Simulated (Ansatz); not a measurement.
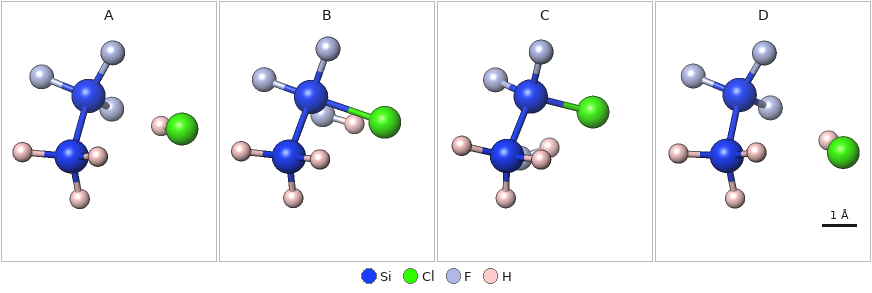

4 geometries from a converged minimum-energy path of Si2H4ClF3, made up at the start of Si2H3ClF2 and HF, shuffled. A ball-and-stick model, seen from a free direction.

The calculation used RKS r2SCAN-D4/def2-SVP in Ansatz. Set-up: 9 movable images; climbing image; force threshold 0.05 eV/Å; iteration limit 60; starting path through a guess of the saddle point.

Which frame is the transition state?

Answer. B. In order along the path, whose images run from 0 to 10: C (image 3, +0.13 eV), B (image 5, +0.94 eV), A (image 7, −0.11 eV), D (image 9, −0.40 eV). Breaking: F–H (0.93 → 2.04 Å), Cl–Si (2.09 → 3.71 Å). Forming: Cl–H (2.31 → 1.29 Å), F–Si (2.92 → 1.63 Å).

Limits of the set-up: the start holds two separate molecules, 2.3 Å apart at their closest, whose relative position is a soft coordinate.
